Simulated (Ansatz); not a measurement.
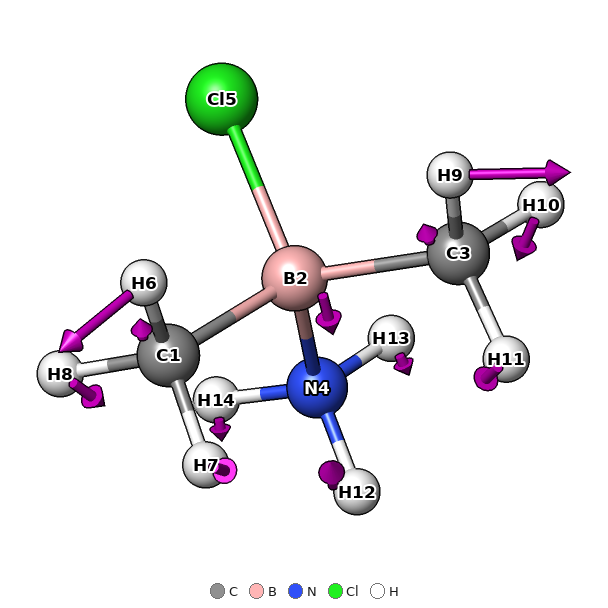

The arrows show one normal mode. Harmonic vibrations computed with RKS PBE0-D4/def2-TZVP (Ansatz 0.2.0) at a stationary point of the same level.

> Estimate its harmonic wavenumber.

1001 cm⁻¹; it is mode 16 of 36 counted from the lowest.
